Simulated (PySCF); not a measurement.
# C3H12O3Si4: NMR shifts in solvents

Aim: compute the NMR shifts of C3H12O3Si4 (`CC#C[SiH2]O[SiH](O[SiH3])O[SiH3]`), and see what a dielectric continuum does where one was used.

Programs: PySCF 2.14.0, with density-fitted response routines of our own. Each step states its level of theory. These are calculated values for one molecule, in the gas phase or a continuum, unless marked as measured. Atoms are numbered from 0 throughout.

## 1. Starting geometry

22 atoms, charge 0, multiplicity 1; geometry from: GFN2-xTB.

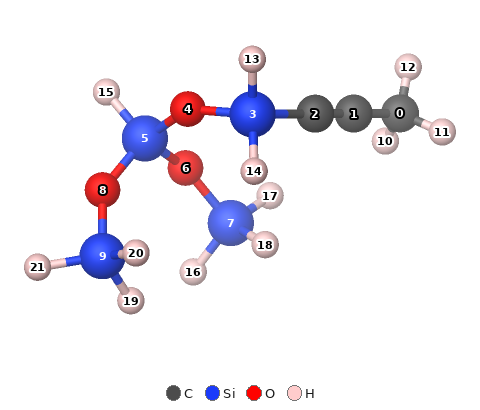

The starting geometry (carbon dark grey, silicon blue, oxygen red, hydrogen pink), atoms numbered.

## 2. Optimising the geometry at PBE0-D3(BJ)/def2-SVP

What the job is given:

```
{"job": {"xc": "PBE0", "basis": "def2-SVP", "d3": "d3bj", "grid": 1, "kind": "geom"}, "charge": 0, "multiplicity": 1}
C      2.504208    -2.324957    -2.203474
C      2.267531    -1.533841    -1.017274
C      2.075258    -0.879629    -0.022700
Si     1.706420     0.192573     1.434450
O      0.863082     1.499267     0.944738
Si    -0.455019     2.012803     0.181996
O     -0.859440     0.984268    -0.993474
Si    -1.453565    -0.482626    -1.329432
O     -1.668546     2.139330     1.239507
Si    -2.660700     1.308813     2.212876
H      1.609704    -2.330728    -2.825780
H      2.750846    -3.350020    -1.927918
H      3.331066    -1.903490    -2.774962
H      2.918957     0.800492     1.982813
H      0.911423    -0.561464     2.411620
H     -0.206390     3.308446    -0.396647
H     -2.903354    -0.335103    -1.481191
H     -0.804156    -0.818230    -2.595324
H     -1.138690    -1.445901    -0.273460
H     -3.392574     0.310559     1.429044
H     -1.880763     0.650644     3.264348
H     -3.525708     2.361707     2.739395
```

On the command line:

```sh
$ OMP_NUM_THREADS=1 python probes_run.py task.json out
```

One launch serves the whole session: the jobs run in the order shown.

The program printed:

```text
step   0  E = -1503.88038924  max force = 0.030835
step   1  E = -1503.89365052  max force = 0.004977
step   2  E = -1503.89395353  max force = 0.002514
step   3  E = -1503.89413264  max force = 0.002223
step   4  E = -1503.89421391  max force = 0.001336
step   5  E = -1503.89424295  max force = 0.000792
step   6  E = -1503.89425929  max force = 0.000595
step   7  E = -1503.89426529  max force = 0.000325
optimisation converged
```

Wall time 9.6 min (1 thread, shared host).

Along the way:

```
step  energy from step 0 (eV)  largest force component (eV/Å)
   0                   0.0000                          1.5856
   1                  -0.3609                          0.2559
   2                  -0.3691                          0.1293
   3                  -0.3740                          0.1143
   4                  -0.3762                          0.0687
   5                  -0.3770                          0.0407
   6                  -0.3774                          0.0306
   7                  -0.3776                          0.0167
```

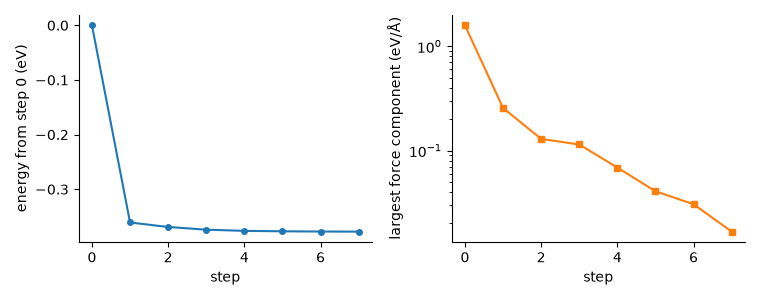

Energy and largest force along the relaxation.

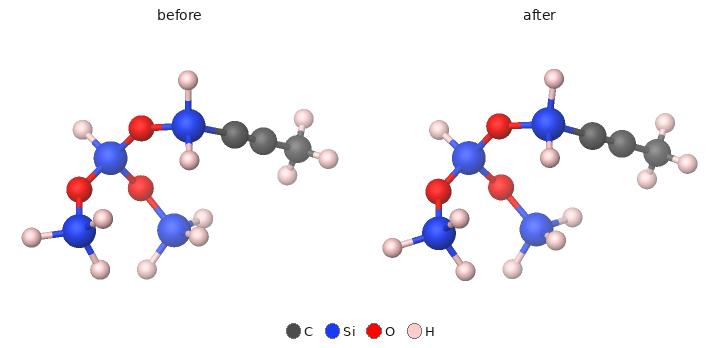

Before and after, at one scale.

Distances of close pairs at the start and the end, largest changes first:

| bond | before (Å) | after (Å) | change (Å) |
| --- | --- | --- | --- |
| O6–Si7 | 1.618 | 1.659 | +0.041 |
| O8–Si9 | 1.619 | 1.659 | +0.040 |
| O4–Si5 | 1.607 | 1.646 | +0.039 |
| Si5–O8 | 1.615 | 1.645 | +0.030 |
| Si5–H15 | 1.441 | 1.471 | +0.030 |
| Si9–H19 | 1.465 | 1.495 | +0.030 |
| Si5–O6 | 1.613 | 1.643 | +0.030 |
| Si3–O4 | 1.630 | 1.660 | +0.030 |

The next job starts from the end point, and lists it.

| at the end point | value |
| --- | --- |
| point group (found at 0.08 Å tolerance) | C1 |
| rotational constants (GHz, main isotopes) | 1.000, 0.450, 0.370 |
| dipole moment (D) | 2.45 |

## 3. Shielding tensors: PBE0/pcSseg-1 in cyclohexane

What the job is given:

```
{"job": {"kind": "nmr", "xc": "PBE0", "basis": "pcSseg-1", "solvent": "cyclohexane", "pop": true}, "charge": 0, "multiplicity": 1}
C      2.422987    -2.335207    -2.205946
C      2.207105    -1.500974    -1.040289
C      2.031683    -0.800113    -0.057341
Si     1.767782     0.261173     1.404603
O      0.908470     1.616831     0.979645
Si    -0.453663     2.094705     0.188519
O     -0.805609     1.026465    -1.009602
Si    -1.372627    -0.483263    -1.398514
O     -1.705611     2.162755     1.253390
Si    -2.683923     1.299242     2.277876
H      1.528918    -2.345298    -2.848821
H      2.641798    -3.372921    -1.910107
H      3.269267    -1.964473    -2.804686
H      3.077078     0.702001     1.953352
H      1.007764    -0.507209     2.433022
H     -0.241622     3.431691    -0.386655
H     -2.808079    -0.380415    -1.795015
H     -0.594089    -1.019738    -2.550601
H     -1.255603    -1.409781    -0.233102
H     -3.312729     0.161432     1.539162
H     -1.890664     0.754219     3.419268
H     -3.747105     2.206193     2.792207
```

Level: GIAO PBE0/pcSseg-1 NMR shielding, non-relativistic, IEF-PCM cyclohexane.

The program printed:

```text
coarse grid: 20456 points
cycle   1  E = -1504.0717446777  dE =  9.483e-01  |g| = 1.232e+00  |ddm| = 4.578e+00
cycle   2  E = -1503.6809905441  dE =  3.908e-01  |g| = 1.887e+00  |ddm| = 2.247e+00
cycle   3  E = -1504.3350527121  dE = -6.541e-01  |g| = 1.420e-01  |ddm| = 1.547e+00
cycle   4  E = -1504.3383678199  dE = -3.315e-03  |g| = 8.135e-02  |ddm| = 1.946e-01
cycle   5  E = -1504.3396618436  dE = -1.294e-03  |g| = 4.208e-02  |ddm| = 8.009e-02
cycle   6  E = -1504.3400867148  dE = -4.249e-04  |g| = 4.437e-03  |ddm| = 3.420e-02
cycle   7  E = -1504.3400917787  dE = -5.064e-06  |g| = 1.136e-03  |ddm| = 6.744e-03
final grid: 179416 points
cycle   8  E = -1504.4280869788  dE = -1.953e-05  |g| = 1.147e-02  |ddm| = 4.360e-02
cycle   9  E = -1504.4280604474  dE =  2.653e-05  |g| = 1.681e-02  |ddm| = 1.893e-02
cycle  10  E = -1504.4281097680  dE = -4.932e-05  |g| = 1.137e-03  |ddm| = 1.121e-02
cycle  11  E = -1504.4281100288  dE = -2.608e-07  |g| = 3.387e-04  |ddm| = 1.124e-03
cycle  12  E = -1504.4281100472  dE = -1.842e-08  |g| = 1.811e-04  |ddm| = 3.345e-04
cycle  13  E = -1504.4281100555  dE = -8.215e-09  |g| = 3.352e-05  |ddm| = 1.410e-04
cycle  14  E = -1504.4281100556  dE = -1.942e-10  |g| = 1.635e-05  |ddm| = 3.483e-05
converged SCF energy = -1504.4281100556

GIAO shielding tensors (ppm)
atom      isotropic    diamagn.    paramagn.     s11        s22        s33       span
  0 C      178.314     252.158     -73.845    168.222    170.393    196.326     28.105
  1 C       67.304     276.225    -208.921    -28.466    -22.783    253.160    281.626
  2 C       99.831     261.029    -161.199      9.348     22.995    267.150    257.802
  3 Si     405.950     883.242    -477.292    368.123    391.678    458.050     89.927
  4 O      257.370     405.250    -147.880    228.547    259.729    283.836     55.289
  5 Si     424.883     882.541    -457.657    418.598    419.402    436.650     18.052
  6 O      280.074     405.171    -125.097    249.409    286.871    303.943     54.533
  7 Si     391.777     883.127    -491.350    349.892    366.846    458.595    108.703
  8 O      276.394     402.356    -125.961    243.063    287.455    298.665     55.601
  9 Si     391.889     879.499    -487.610    349.513    361.440    464.714    115.201
 10 H       29.072      33.212      -4.140     23.582     28.805     34.831     11.250
 11 H       29.173      26.095       3.078     24.349     26.983     36.186     11.837
 12 H       29.119      25.627       3.493     24.263     26.936     36.159     11.896
 13 H       26.299      28.613      -2.314     22.559     24.543     31.794      9.235
 14 H       26.070      33.011      -6.941     22.852     25.039     30.317      7.465
 15 H       27.029      28.657      -1.628     23.310     23.872     33.904     10.594
 16 H       26.144      30.723      -4.579     22.736     24.412     31.284      8.549
 17 H       26.295      34.058      -7.763     22.779     25.495     30.611      7.832
 18 H       25.905      35.781      -9.876     24.091     24.561     29.064      4.972
 19 H       26.018      31.245      -5.227     22.310     25.739     30.005      7.695
 20 H       26.095      30.277      -4.182     22.592     25.144     30.548      7.957
 21 H       26.257      27.096      -0.839     22.816     24.173     31.782      8.966
```

It took 3 min on 1 thread, shared host.

The references, computed at this level on geometries of the same kind, shield at (ppm): 1H TMS 31.26, 13C TMS 184.8, 29Si TMS 351.9, 17O H2O 338.3. Their shielding less the atom's gives the shift. The references are single molecules in the same continuum, so shifts against H2O, NH3, PH3, H3PO4 or CFCl3 are not on the usual liquid scales and can be off by tens of ppm. Atoms listed in one row are averaged.

| atoms | environment | σ (ppm) | δ (ppm) |
| --- | --- | --- | --- |
| C1 | alkyne carbon | 67.3 | 117.5 |
| C2 | alkyne carbon | 99.8 | 85.0 |
| C0 | propargylic methyl carbon | 178.3 | 6.5 |
| H16, H17, H18, H19, H20, H21 | hydrogen on a silicon bonded to O | 26.12 | 5.14 |
| H13, H14 | hydrogen on a silicon bonded to C, O | 26.18 | 5.07 |
| H15 | hydrogen on a silicon bonded to 3 O | 27.03 | 4.23 |
| H10, H11, H12 | hydrogen on a propargylic methyl carbon | 29.12 | 2.14 |
| Si7, Si9 | silicon bonded to O, 3 H | 391.8 | -39.9 |
| Si3 | silicon bonded to C, O, 2 H | 406.0 | -54.0 |
| Si5 | silicon bonded to 3 O, H | 424.9 | -72.9 |
| O4 | oxygen bonded to 2 Si | 257.4 | 80.9 |
| O6, O8 | oxygen bonded to 2 Si | 278.2 | 60.1 |

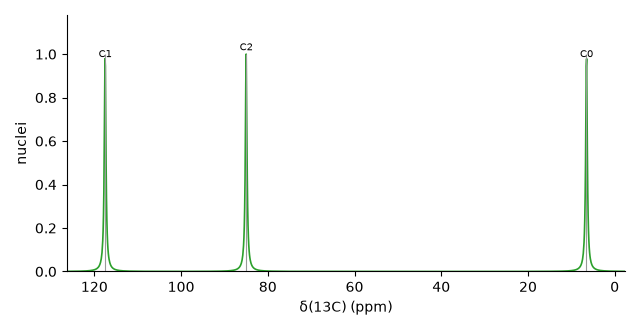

13C lines at the computed shifts, without couplings. Lines are broadened to a width of 0.44 ppm (Lorentzian).

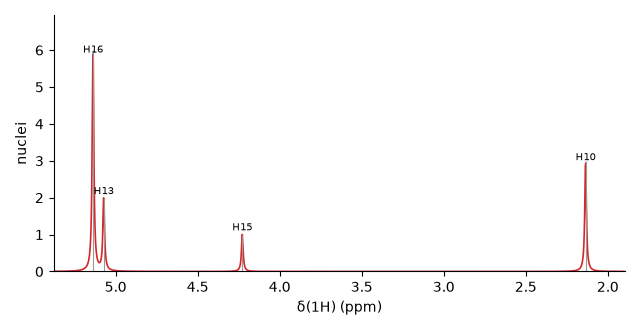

1H lines at the computed shifts, without couplings. Lines are broadened to a width of 0.01 ppm (Lorentzian).

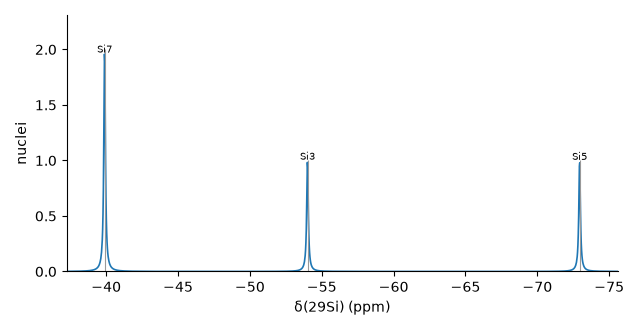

29Si lines at the computed shifts, without couplings. Lines are broadened to a width of 0.13 ppm (Lorentzian).

The run also stored atomic charges by several schemes (e):

```csv
atoms,Mulliken,IAO,Hirshfeld,ESP fit
C0,-0.19,-0.43,-0.09,-0.53
C1,-0.09,0.02,-0.01,0.25
C2,-0.46,-0.42,-0.19,-0.51
Si3,0.82,1.01,0.41,0.70
O4,-0.76,-0.87,-0.31,-0.51
Si5,1.32,1.46,0.52,0.88
"O6, O8",-0.77,-0.87,-0.31,-0.49
"Si7, Si9",0.71,0.85,0.38,0.56
```

IAO charges:

C0 -0.43; C1 0.02; C2 -0.42; Si3 1.01; O4 -0.87; Si5 1.46; O6 -0.88; Si7 0.85; O8 -0.87; Si9 0.85; H10 0.18; H11 0.18; H12 0.18; H13 -0.13; H14 -0.14; H15 -0.15; H16 -0.14; H17 -0.14; H18 -0.14; H19 -0.14; H20 -0.14; H21 -0.13

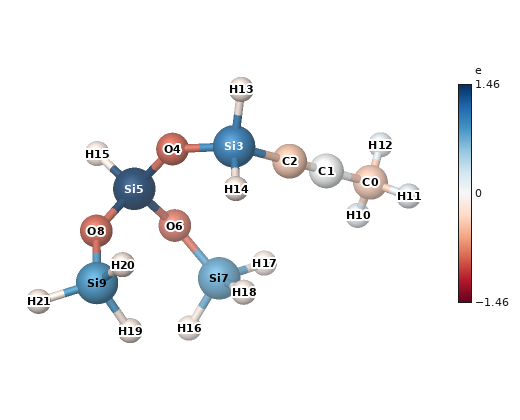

IAO charges, as colours on the atoms.

Mayer bond orders: C0–C1 1.19, C1–C2 2.49, C2–Si3 1.00, Si3–O4 0.92, O4–Si5 0.92, Si5–O6 0.93, O6–Si7 0.88, Si5–O8 0.93, O8–Si9 0.90.

## 4. Shielding tensors: PBE0/pcSseg-1 in tetrahydrofuran

Settings changed since step 3:

```diff
@@ -1,2 +1,2 @@
-{"job": {"kind": "nmr", "xc": "PBE0", "basis": "pcSseg-1", "solvent": "cyclohexane", "pop": true}, "charge": 0, "multiplicity": 1}
+{"job": {"kind": "nmr", "xc": "PBE0", "basis": "pcSseg-1", "solvent": "tetrahydrofuran", "pop": false}, "charge": 0, "multiplicity": 1}
 C      2.422987    -2.335207    -2.205946
```

Level: GIAO PBE0/pcSseg-1 NMR shielding, non-relativistic, IEF-PCM tetrahydrofuran.

The program printed:

```text
coarse grid: 20456 points
cycle   1  E = -1504.0771025219  dE =  9.432e-01  |g| = 1.229e+00  |ddm| = 4.577e+00
cycle   2  E = -1503.7063454985  dE =  3.708e-01  |g| = 1.861e+00  |ddm| = 2.183e+00
cycle   3  E = -1504.3384170097  dE = -6.321e-01  |g| = 1.319e-01  |ddm| = 1.486e+00
cycle   4  E = -1504.3415131282  dE = -3.096e-03  |g| = 6.557e-02  |ddm| = 1.755e-01
cycle   5  E = -1504.3423038525  dE = -7.907e-04  |g| = 3.740e-02  |ddm| = 6.847e-02
cycle   6  E = -1504.3426381040  dE = -3.343e-04  |g| = 4.269e-03  |ddm| = 2.904e-02
cycle   7  E = -1504.3426427186  dE = -4.615e-06  |g| = 9.700e-04  |ddm| = 6.000e-03
final grid: 179416 points
cycle   8  E = -1504.4306271943  dE = -1.990e-05  |g| = 1.138e-02  |ddm| = 4.370e-02
cycle   9  E = -1504.4306019030  dE =  2.529e-05  |g| = 1.657e-02  |ddm| = 1.841e-02
cycle  10  E = -1504.4306495827  dE = -4.768e-05  |g| = 1.072e-03  |ddm| = 1.081e-02
cycle  11  E = -1504.4306498167  dE = -2.340e-07  |g| = 2.952e-04  |ddm| = 1.029e-03
cycle  12  E = -1504.4306498296  dE = -1.285e-08  |g| = 1.699e-04  |ddm| = 2.993e-04
cycle  13  E = -1504.4306498367  dE = -7.181e-09  |g| = 2.964e-05  |ddm| = 1.312e-04
cycle  14  E = -1504.4306498369  dE = -1.546e-10  |g| = 1.514e-05  |ddm| = 3.287e-05
converged SCF energy = -1504.4306498369

GIAO shielding tensors (ppm)
atom      isotropic    diamagn.    paramagn.     s11        s22        s33       span
  0 C      178.628     252.402     -73.773    168.244    170.438    197.203     28.959
  1 C       65.200     276.265    -211.064    -31.474    -25.937    253.013    284.487
  2 C      101.038     260.974    -159.937     10.791     24.757    267.565    256.775
  3 Si     405.712     883.262    -477.551    367.951    391.480    457.704     89.752
  4 O      257.534     405.335    -147.802    228.455    260.285    283.862     55.407
  5 Si     424.750     882.588    -457.838    418.796    419.198    436.254     17.458
  6 O      279.945     405.320    -125.375    249.779    286.711    303.346     53.566
  7 Si     390.982     883.141    -492.159    349.011    366.065    457.870    108.859
  8 O      276.259     402.403    -126.143    243.487    286.972    298.319     54.833
  9 Si     391.120     879.469    -488.349    349.129    360.514    463.717    114.588
 10 H       28.975      33.083      -4.108     23.462     28.660     34.801     11.339
 11 H       29.067      25.907       3.160     24.224     26.820     36.156     11.932
 12 H       29.036      25.449       3.587     24.167     26.804     36.136     11.970
 13 H       26.297      28.628      -2.330     22.550     24.551     31.792      9.242
 14 H       26.055      32.981      -6.926     22.829     25.022     30.313      7.484
 15 H       27.021      28.652      -1.631     23.299     23.864     33.899     10.600
 16 H       26.152      30.741      -4.588     22.740     24.422     31.295      8.556
 17 H       26.239      33.988      -7.749     22.706     25.437     30.573      7.867
 18 H       25.903      35.789      -9.887     24.082     24.568     29.058      4.975
 19 H       26.002      31.201      -5.200     22.293     25.726     29.986      7.693
 20 H       26.096      30.262      -4.166     22.590     25.150     30.550      7.960
 21 H       26.258      27.086      -0.828     22.812     24.180     31.783      8.971
```

Run time: 2.5 min. Hardware: 1 thread, shared host.

Key values: δ C1 120.1, C2 84.2, C0 6.7, Si7 -39.2, H16 5.14, H13 5.07 ppm (means over like atoms).

## 5. Comparing the runs: NMR shifts

Shifts (ppm) of some atoms, chosen among heavy atoms and hydrogens apart, means over like atoms, with basis size and wall time:

| run | C1 | C2 | H13 | H10 | Si7 | O4 | O6 | functions | time |
| --- | --- | --- | --- | --- | --- | --- | --- | --- | --- |
| PBE0/pcSseg-1 in cyclohexane | 117.5 | 85.0 | 5.07 | 2.14 | -39.9 | 80.9 | 60.1 | 258 | 3 min |
| PBE0/pcSseg-1 in tetrahydrofuran | 120.1 | 84.2 | 5.07 | 2.22 | -39.2 | 84.3 | 63.7 | 258 | 2.5 min |

The continuum's effect on the ground state:

```
        solvent     ε  polarisation energy (Eh)  μ (D)
    cyclohexane  2.02                   -0.0023   2.83
tetrahydrofuran  7.43                   -0.0053   3.17
```

## 6. Results

| quantity | value |
| --- | --- |
| point group | C1 |
| rotational constants (main isotopes) | 1.00, 0.45, 0.37 GHz |
| 13C shifts against TMS (PBE0/pcSseg-1, cyclohexane) | 117.5, 85.0, 6.5 ppm |
| 1H shifts against TMS (PBE0/pcSseg-1, cyclohexane, means over atoms taken as alike) | 5.14, 5.07, 4.23, 2.14 ppm |
| 29Si shifts against TMS (PBE0/pcSseg-1, cyclohexane, means over atoms taken as alike) | -39.9, -54.0, -72.9 ppm |
| 17O shifts against H2O (PBE0/pcSseg-1, cyclohexane, means over atoms taken as alike) | 80.9, 60.1 ppm |
| range of the shift of O6 | 60.1 to 63.7 ppm |

**Reading.** Over 7 steps the energy fell by 0.378 eV; of the close pairs, O6–Si7 changed most, 1.618 to 1.659 Å. No frequency check was run at this level, so the end point may be a saddle. At PBE0/pcSseg-1: The widest tensor belongs to C1: span 282 ppm, with a paramagnetic part of -209 ppm. In ppm, O6 (with its like atoms) moves most: its shift spreads over 3.6 ppm, from 60.1 (PBE0/pcSseg-1 in cyclohexane) to 63.7 (PBE0/pcSseg-1 in tetrahydrofuran). Most of that comes from the computed reference, not from the atom's own shielding. The continuum holds electrostatics alone: no hydrogen bonds to the solvent, and the gas-phase geometry is kept.
